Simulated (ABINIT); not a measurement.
## LiF (Griceite): one start, several treatments of the self-energy

Wanted: the gap of LiF (Griceite) under several approximations, with cost.

Method: PBE and many-body steps on it, plane waves, in ABINIT 10.8.3.

## 1. The structure

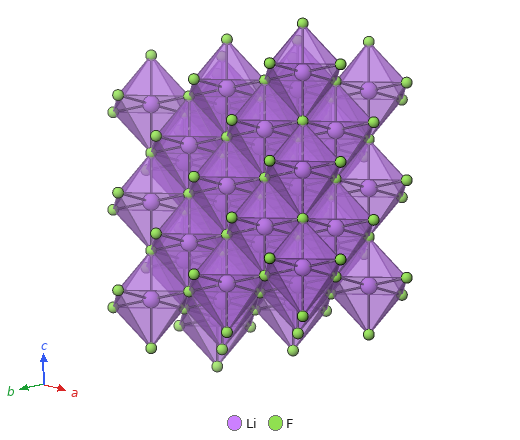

Start, viewed from a free direction; lithium purple, fluorine green. 1×2×2 cells are drawn. This picture shows the conventional cell, with its axes. Some periodic images of atoms are drawn too.

The cell and positions come from the Crystallography Open Database and are kept as given unless a step says otherwise.

## 2. Empty states on the mesh, 8×8×8 mesh, 150 bands

This step: ABINIT 10.8.3; DFT, PBE, plane waves, norm-conserving pseudopotentials.

The sums over transitions need many empty states on a uniform mesh; this step solves for them.

Contents of run.abi:

```
acell 3*1.0 Angstrom
rprim 
  0.000000000000 2.014000000000 2.014000000000
  2.014000000000 0.000000000000 2.014000000000
  2.014000000000 2.014000000000 -0.000000000000
ntypat 2
znucl 3 9
natom 2
typat 1 2
xred 
  0.000000000000 0.000000000000 0.000000000000
  0.500000000000 0.500000000000 0.500000000000
pp_dirpath "pseudos"
pseudos "Li.upf, F.upf"
ecut 36
ngkpt 8 8 8
nshiftk 1
shiftk 0 0 0
kptopt 1
chksymbreak 0
irdden 1
istwfk *1
nband 150
prtvol 0
optdriver 6
gwr_task "HDIAGO"
paral_kgb 0
occopt 1
indata_prefix "in"
outdata_prefix "out"
tmpdata_prefix "tmp"
```

Run with:

```
OMP_NUM_THREADS=1 mpirun -n 4 abinit run.abi > log
```

The program printed:

```text
.Version 10.8.3 of ABINIT. v10.8.2 released Aug 2026.

 Symmetries : space group Fm -3 m (#225); Bravais cF (face-center cubic)
[... echo of the input left out ...]
== DATASET  1 ==================================================================
-   mpi_nproc: 4, omp_nthreads: 1 (-1 if OMP is not activated)

--- !DatasetInfo
iteration_state: {dtset: 1, }
dimensions: {natom: 2, nkpt: 29, mband: 150, nsppol: 1, nspinor: 1, nspden: 1, mpw: 1158, }
cutoff_energies: {ecut:  36.0, pawecutdg:  -1.0, }
[...]
Direct band gap semiconductor
 Fundamental gap:     9.115 (eV)
   VBM:    -0.974 (eV) at k: [ 0.0000E+00,  0.0000E+00,  0.0000E+00]
   CBM:     8.141 (eV) at k: [ 0.0000E+00,  0.0000E+00,  0.0000E+00]
 Direct gap:         9.115 (eV) at k: [ 0.0000E+00,  0.0000E+00,  0.0000E+00]

== END DATASET(S) ==============================================================
================================================================================

 -outvars: echo values of variables after computation  --------
           etotal      0.0000000000E+00
            nband         150
             nkpt          29
          spgroup         225
 [... the other variables as echoed above ...]

 Calculation completed.
```

Wall time 16 s (4 MPI ranks of Arm Neoverse V1, shared host); peak memory 0.53 GiB.

Numbers from this step:

```
gap                                                           : 9.115 eV
k of the valence top                                          : 0, 0, 0
k of the conduction bottom                                    : 0, 0, 0
least direct gap                                              : 9.115 eV
k points computed                                             : 29
lowest point of the top converged band, above the valence top : 226.2936 eV
```

On this mesh the gap is 9.115 eV.

The density comes from a self-consistent run that is not shown.

## 3. Screening, 8×8×8 mesh, 142 bands, screening to 304.8 eV

The RPA dielectric matrix is built and inverted for each q.

This step: RPA screening on PBE, plane waves, norm-conserving pseudopotentials.

run.abi: that of step 2 with these lines changed.

```diff
@@ -20,10 +20,11 @@
 chksymbreak 0
-irdden 1
 istwfk *1
-nband 150
-prtvol 0
-optdriver 6
-gwr_task "HDIAGO"
-paral_kgb 0
 occopt 1
+irdwfk 1
+optdriver 3
+nband 142
+ecuteps 11.2
+inclvkb 2
+awtr 1
+symchi 1
 indata_prefix "in"
```

The program printed:

```text
.Version 10.8.3 of ABINIT. v10.8.2 released Aug 2026.

 Symmetries : space group Fm -3 m (#225); Bravais cF (face-center cubic)
[... echo of the input left out ...]
== DATASET  1 ==================================================================
-   mpi_nproc: 4, omp_nthreads: 1 (-1 if OMP is not activated)

--- !DatasetInfo
iteration_state: {dtset: 1, }
dimensions: {natom: 2, nkpt: 29, mband: 142, nsppol: 1, nspinor: 1, nspden: 1, mpw: 1158, }
cutoff_energies: {ecut:  36.0, pawecutdg:  -1.0, }
electrons: {nelect:   1.00000000E+01, charge:   0.00000000E+00, occopt:   1.00000000E+00, tsmear:   1.00000000E-02, }

 SCREENING: Calculation of the susceptibility and dielectric matrices

 Based on a program developped by R.W. Godby, V. Olevano, G. Onida, and L. Reining.
 Incorporated in ABINIT by V. Olevano, G.-M. Rignanese, and M. Torrent.
.Using double precision arithmetic ; gwpc =  8

[... cell and pseudopotentials left out ...]
--------------------------------------------------------------------------------

 ==== K-mesh for the wavefunctions ====
 Number of points in the irreducible wedge :    29
[... list of points left out ...]
 Together with 48 symmetry operations and time-reversal symmetry
 yields   512 points in the full Brillouin Zone.

 ==== Q-mesh for the screening function ====
 Number of points in the irreducible wedge :    29
[... list of points left out ...]
 Together with 48 symmetry operations and time-reversal symmetry
 yields   512 points in the full Brillouin Zone.

 setmesh: FFT mesh size selected  =    24x   24x   24
          total number of points  =        13824

 vcoul_init : cutoff-mode = AUXILIARY_FUNCTION
 q-points for optical limit:   1
     1)      0.000010    0.000020    0.000030

- screening: taking advantage of time-reversal symmetry
- Maximum band index for partially occupied states nbvw = 5
- Remaining bands to be divided among processors   nbcw = 137
- Number of bands treated by each node ~34

 Number of electrons calculated from density =   10.0000; Expected =   10.0000
 average of density, n =  0.090697
 r_s =    1.3807
 omega_plasma =   29.0505 [eV]

 calculating chi0 at frequencies [eV] :
  1    0.000000E+00    0.000000E+00
  2    0.000000E+00    2.905047E+01

--------------------------------------------------------------------------------
  q-point number  1        q = ( 0.000000, 0.000000, 0.000000) [r.l.u.]
--------------------------------------------------------------------------------
[... chi0 elements left out ...]
 For q-point:  0.000010 0.000020 0.000030
  dielectric constant =   1.9653
  dielectric constant without local fields =   2.0785

  Average fulfillment of the sum rule on Im[epsilon] for q-point    1 :     88.63  [%]
[... wings left out ...]
  q-point number  2        q = ( 0.125000, 0.000000, 0.000000) [r.l.u.]
--------------------------------------------------------------------------------
[... chi0 elements left out ...]
  Average fulfillment of the sum rule on Im[epsilon] for q-point    2 :     98.12  [%]

 [... 27 further q-points ...]
```

Wall time 5.9 min (4 MPI ranks); peak memory 1.6 GiB; 23 min of CPU time.

This step gave:

```yaml
eps_infinity_with_local_fields_on_this_mesh_along_the_program_s_q_direction: 1.965
the_same_without_local_fields: 2.079
plasma_frequency: 29.05 eV
plane_waves_in_the_screening_matrix: 181
```

Local fields lower ε∞ by 5 %.

## 4. G0W0, Godby-Needs plasmon pole

The self-energy is evaluated for the states that the input lists, and the levels follow from it, in one-shot runs by the linearised quasiparticle equation.

This step: G0W0 on PBE, plane waves, norm-conserving pseudopotentials.

run.abi: that of step 3 with these lines changed.

```diff
@@ -23,8 +23,15 @@
 irdwfk 1
-optdriver 3
+optdriver 4
 nband 142
+gwcalctyp 0
+ecutsigx 36
+symsigma 1
+nkptgw 1
+kptgw 
+  0.0000000000 0.0000000000 0.0000000000
+bdgw 
+  3 9
 ecuteps 11.2
-inclvkb 2
-awtr 1
-symchi 1
+irdscr 1
+ppmodel 1
 indata_prefix "in"
```

The program printed:

```text
.Version 10.8.3 of ABINIT. v10.8.2 released Aug 2026.

 Symmetries : space group Fm -3 m (#225); Bravais cF (face-center cubic)
[... echo of the input left out ...]
== DATASET  1 ==================================================================
-   mpi_nproc: 4, omp_nthreads: 1 (-1 if OMP is not activated)

--- !DatasetInfo
iteration_state: {dtset: 1, }
dimensions: {natom: 2, nkpt: 29, mband: 142, nsppol: 1, nspinor: 1, nspden: 1, mpw: 1158, }
cutoff_energies: {ecut:  36.0, pawecutdg:  -1.0, }
electrons: {nelect:   1.00000000E+01, charge:   0.00000000E+00, occopt:   1.00000000E+00, tsmear:   1.00000000E-02, }

 SIGMA: Calculation of the GW corrections

 Based on a program developped by R.W. Godby, V. Olevano, G. Onida, and L. Reining.
 Incorporated in ABINIT by V. Olevano, G.-M. Rignanese, and M. Torrent.
.Using double precision arithmetic ; gwpc =  8

[... cell and pseudopotentials left out ...]
--------------------------------------------------------------------------------

 ==== K-mesh for the wavefunctions ====
 Number of points in the irreducible wedge :    29
[... list of points left out ...]
 Together with 48 symmetry operations and time-reversal symmetry
 yields   512 points in the full Brillouin Zone.

 ==== Q-mesh for screening function ====
 Number of points in the irreducible wedge :    29
[... list of points left out ...]
 Together with 48 symmetry operations and time-reversal symmetry
 yields   512 points in the full Brillouin Zone.

 vcoul_init : cutoff-mode = AUXILIARY_FUNCTION
 q-points for optical limit:   1
     1)      0.000010    0.000020    0.000030
 setmesh: FFT mesh size selected  =    30x   30x   30
          total number of points  =        27000

 Number of electrons calculated from density =   10.0000; Expected =   10.0000
 average of density, n =  0.090697
 r_s =    1.3807
 omega_plasma =   29.0505 [eV]

 === KS Band Gaps ===
  >>>> For spin  1
   Minimum direct gap =   9.1146 [eV], located at k-point      :   0.0000  0.0000  0.0000
   Fundamental gap    =   9.1146 [eV], Top of valence bands at :   0.0000  0.0000  0.0000
                                       Bottom of conduction at :   0.0000  0.0000  0.0000
 SIGMA fundamental parameters:
 PLASMON POLE MODEL  1
 number of plane-waves for SigmaX                 1139
 number of plane-waves for SigmaC and W            181
 number of plane-waves for wavefunctions          1139
 number of bands                                   142
 number of independent spin polarizations            1
 number of spinorial components                      1
 number of k-points in IBZ                          29
 number of q-points in IBZ                          29
 number of symmetry operations                      48
 number of k-points in BZ                          512
 number of q-points in BZ                          512
 number of frequencies for dSigma/dE                 9
 frequency step for dSigma/dE [eV]                0.25
 number of omega for Sigma on real axis              0
 max omega for Sigma on real axis  [eV]           0.00
 zcut for avoiding poles [eV]                     0.10

 EPSILON^-1 parameters (SCR file):
 dimension of the eps^-1 matrix on file            181
 dimension of the eps^-1 matrix used               181
 number of plane-waves for wavefunctions          1139
 number of bands                                   142
 number of q-points in IBZ                          29
 number of frequencies                               2
 number of real frequencies                          1
 number of imag frequencies                          1

 matrix elements of self-energy operator (all in [eV])

 Perturbative Calculation

--- !SelfEnergy_ee
iteration_state: {dtset: 1, }
kpoint     : [   0.000,    0.000,    0.000, ]
spin       : 1
KS_gap     :    9.115
QP_gap     :   13.442
Delta_QP_KS:    4.327
data: !SigmaeeData |
     Band     E0 <VxcDFT>   SigX SigC(E0)      Z dSigC/dE  Sig(E)    E-E0       E
        3  -0.974 -23.053 -30.736   4.331   0.826  -0.211 -25.822  -2.769  -3.743
        4  -0.974 -23.053 -30.736   4.331   0.826  -0.211 -25.822  -2.769  -3.743
        5  -0.974 -23.053 -30.736   4.331   0.826  -0.211 -25.822  -2.769  -3.743
        6   8.141 -11.451  -6.603  -3.098   0.891  -0.123  -9.892   1.558   9.699
        7  23.017 -10.011  -3.078  -4.155   0.883  -0.132  -7.558   2.453  25.470
        8  23.017 -10.011  -3.078  -4.155   0.883  -0.132  -7.558   2.453  25.470
        9  23.017 -10.011  -3.078  -4.155   0.883  -0.132  -7.558   2.453  25.470

== END DATASET(S) ==============================================================
================================================================================

 -outvars: echo values of variables after computation  --------
           etotal      0.0000000000E+00
            nband         142
             nkpt          29
          spgroup         225
 [... the other variables as echoed above ...]

 Calculation completed.
```

Run time: 15 s. Hardware: 4 MPI ranks; peak memory 1.4 GiB.

Numbers from this step:

| Quantity | Value |
| --- | --- |
| G0W0 gap on the points computed | 13.44 eV |
| starting gap on the mesh | 9.115 eV |
| k of the valence top | 0, 0, 0 |
| k of the conduction bottom | 0, 0, 0 |
| Z at the valence top | 0.826 |
| Z at the conduction bottom | 0.891 |
| least direct G0W0 gap on the computed points | 13.44 eV |

The gap on the mesh goes from 9.11 eV to 13.44 eV, a correction of +4.33 eV.

## 5. G0W0, Hybertsen-Louie plasmon pole

run.abi: that of step 4 with these lines changed.

```diff
@@ -35,3 +35,3 @@
 irdscr 1
-ppmodel 1
+ppmodel 2
 indata_prefix "in"
```

The program printed:

```text
.Version 10.8.3 of ABINIT. v10.8.2 released Aug 2026.

 Symmetries : space group Fm -3 m (#225); Bravais cF (face-center cubic)
[... echo of the input left out ...]
== DATASET  1 ==================================================================
-   mpi_nproc: 4, omp_nthreads: 1 (-1 if OMP is not activated)

--- !DatasetInfo
iteration_state: {dtset: 1, }
dimensions: {natom: 2, nkpt: 29, mband: 142, nsppol: 1, nspinor: 1, nspden: 1, mpw: 1158, }
cutoff_energies: {ecut:  36.0, pawecutdg:  -1.0, }
electrons: {nelect:   1.00000000E+01, charge:   0.00000000E+00, occopt:   1.00000000E+00, tsmear:   1.00000000E-02, }

 SIGMA: Calculation of the GW corrections

 Based on a program developped by R.W. Godby, V. Olevano, G. Onida, and L. Reining.
 Incorporated in ABINIT by V. Olevano, G.-M. Rignanese, and M. Torrent.
.Using double precision arithmetic ; gwpc =  8

[... cell and pseudopotentials left out ...]
--------------------------------------------------------------------------------

 ==== K-mesh for the wavefunctions ====
 Number of points in the irreducible wedge :    29
[... list of points left out ...]
 Together with 48 symmetry operations and time-reversal symmetry
 yields   512 points in the full Brillouin Zone.

 ==== Q-mesh for screening function ====
 Number of points in the irreducible wedge :    29
[... list of points left out ...]
 Together with 48 symmetry operations and time-reversal symmetry
 yields   512 points in the full Brillouin Zone.

 vcoul_init : cutoff-mode = AUXILIARY_FUNCTION
 q-points for optical limit:   1
     1)      0.000010    0.000020    0.000030
 setmesh: FFT mesh size selected  =    30x   30x   30
          total number of points  =        27000

 Number of electrons calculated from density =   10.0000; Expected =   10.0000
[...]
number of q-points in BZ                          512
 number of frequencies for dSigma/dE                 9
 frequency step for dSigma/dE [eV]                0.25
 number of omega for Sigma on real axis              0
 max omega for Sigma on real axis  [eV]           0.00
 zcut for avoiding poles [eV]                     0.10

 EPSILON^-1 parameters (SCR file):
 dimension of the eps^-1 matrix on file            181
 dimension of the eps^-1 matrix used               181
 number of plane-waves for wavefunctions          1139
 number of bands                                   142
 number of q-points in IBZ                          29
 number of frequencies                               2
 number of real frequencies                          1
 number of imag frequencies                          1

 matrix elements of self-energy operator (all in [eV])

 Perturbative Calculation

--- !SelfEnergy_ee
iteration_state: {dtset: 1, }
kpoint     : [   0.000,    0.000,    0.000, ]
spin       : 1
KS_gap     :    9.115
QP_gap     :   14.141
Delta_QP_KS:    5.026
data: !SigmaeeData |
     Band     E0 <VxcDFT>   SigX SigC(E0)      Z dSigC/dE  Sig(E)    E-E0       E
        3  -0.974 -23.053 -30.736   3.510   0.881  -0.136 -26.728  -3.675  -4.649
        4  -0.974 -23.053 -30.736   3.510   0.881  -0.136 -26.728  -3.675  -4.649
        5  -0.974 -23.053 -30.736   3.510   0.881  -0.136 -26.728  -3.675  -4.649
        6   8.141 -11.451  -6.603  -3.380   0.921  -0.086 -10.099   1.352   9.492
        7  23.017 -10.011  -3.078  -4.244   0.925  -0.081  -7.524   2.487  25.504
        8  23.017 -10.011  -3.078  -4.244   0.925  -0.081  -7.524   2.487  25.504
        9  23.017 -10.011  -3.078  -4.244   0.925  -0.081  -7.524   2.487  25.504

== END DATASET(S) ==============================================================
================================================================================

 -outvars: echo values of variables after computation  --------
           etotal      0.0000000000E+00
            nband         142
             nkpt          29
          spgroup         225
 [... the other variables as echoed above ...]

 Calculation completed.
```

Wall time 15 s (4 MPI ranks); peak memory 1.3 GiB.

Numbers from this step:

```
G0W0 gap on the points computed              : 14.14 eV
starting gap on the mesh                     : 9.115 eV
k of the valence top                         : 0, 0, 0
k of the conduction bottom                   : 0, 0, 0
Z at the valence top                         : 0.881
Z at the conduction bottom                   : 0.921
least direct G0W0 gap on the computed points : 14.14 eV
```

Against G0W0 in ABINIT (8×8×8 mesh, 142 bands, screening to 304.8 eV, Godby-Needs plasmon pole), the gap moves by +0.699 eV.

## 6. G0W0, von der Linden-Horsch plasmon pole

run.abi: that of step 5 with these lines changed.

```diff
@@ -35,3 +35,3 @@
 irdscr 1
-ppmodel 2
+ppmodel 3
 indata_prefix "in"
```

The program printed:

```text
.Version 10.8.3 of ABINIT. v10.8.2 released Aug 2026.

 Symmetries : space group Fm -3 m (#225); Bravais cF (face-center cubic)
[... echo of the input left out ...]
== DATASET  1 ==================================================================
-   mpi_nproc: 4, omp_nthreads: 1 (-1 if OMP is not activated)

--- !DatasetInfo
iteration_state: {dtset: 1, }
dimensions: {natom: 2, nkpt: 29, mband: 142, nsppol: 1, nspinor: 1, nspden: 1, mpw: 1158, }
cutoff_energies: {ecut:  36.0, pawecutdg:  -1.0, }
[...]
7  23.017 -10.011  -3.078  -4.343   0.939  -0.065  -7.580   2.431  25.448
        8  23.017 -10.011  -3.078  -4.343   0.939  -0.065  -7.580   2.431  25.448
        9  23.017 -10.011  -3.078  -4.343   0.939  -0.065  -7.580   2.431  25.448

== END DATASET(S) ==============================================================
================================================================================

 -outvars: echo values of variables after computation  --------
           etotal      0.0000000000E+00
            nband         142
             nkpt          29
          spgroup         225
 [... the other variables as echoed above ...]

 Calculation completed.
```

Elapsed: 7.3 s, on 4 MPI ranks; peak memory 1.2 GiB.

Numbers from this step:

* G0W0 gap on the points computed: 13.92 eV
* starting gap on the mesh: 9.115 eV
* k of the valence top: 0, 0, 0
* k of the conduction bottom: 0, 0, 0
* least direct G0W0 gap on the computed points: 13.92 eV

Against G0W0 in ABINIT (8×8×8 mesh, 142 bands, screening to 304.8 eV, Godby-Needs plasmon pole), the gap moves by +0.479 eV.

## 7. G0W0, Engel-Farid plasmon pole

run.abi: that of step 6 with these lines changed.

```diff
@@ -35,3 +35,3 @@
 irdscr 1
-ppmodel 3
+ppmodel 4
 indata_prefix "in"
```

The program printed:

```text
.Version 10.8.3 of ABINIT. v10.8.2 released Aug 2026.

 Symmetries : space group Fm -3 m (#225); Bravais cF (face-center cubic)
[... echo of the input left out ...]
== DATASET  1 ==================================================================
-   mpi_nproc: 4, omp_nthreads: 1 (-1 if OMP is not activated)

--- !DatasetInfo
iteration_state: {dtset: 1, }
dimensions: {natom: 2, nkpt: 29, mband: 142, nsppol: 1, nspinor: 1, nspden: 1, mpw: 1158, }
cutoff_energies: {ecut:  36.0, pawecutdg:  -1.0, }
[...]
7  23.017 -10.011  -3.078  -4.245   0.891  -0.123  -7.617   2.394  25.411
        8  23.017 -10.011  -3.078  -4.245   0.891  -0.123  -7.617   2.394  25.411
        9  23.017 -10.011  -3.078  -4.245   0.891  -0.123  -7.617   2.394  25.411

== END DATASET(S) ==============================================================
================================================================================

 -outvars: echo values of variables after computation  --------
           etotal      0.0000000000E+00
            nband         142
             nkpt          29
          spgroup         225
 [... the other variables as echoed above ...]

 Calculation completed.
```

Run time: 7.3 s. Hardware: 4 MPI ranks; peak memory 1.2 GiB.

Numbers from this step:

```yaml
g0w0_gap_on_the_points_computed: 13.69 eV
starting_gap_on_the_mesh: 9.115 eV
k_of_the_valence_top: 0, 0, 0
k_of_the_conduction_bottom: 0, 0, 0
least_direct_g0w0_gap_on_the_computed_points: 13.69 eV
```

Against G0W0 in ABINIT (8×8×8 mesh, 142 bands, screening to 304.8 eV, Godby-Needs plasmon pole), the gap moves by +0.250 eV.

(Continued in part 2 of 2.)

[Paths, hosts, dates, memory and timing lines, banners, echoed tables and standing remarks are left out of the program output.]

[Logs are printed without paths, hosts, clocks, repeated set-up lines and the standing remarks that a program may print on its own settings, such as how far it seeks lower states.]

[Runs of the session that timed out or met a known fault of the program may be left out.]

[Hosts, paths, dates, database ids (printed as entryN), source tags and the programs' standing remarks are cut or masked in the printed files.]

[G0W0 gaps are taken among the corrected bands and points alone; a level outside them can change the order at an edge.]

[Where Ansatz stands beside ABINIT at settings called matched, ABINIT's density can come from a denser mesh and the files from another edition; pairs whose starting gaps differed by over 0.03 eV were left out, so agreement reads better than it is.]
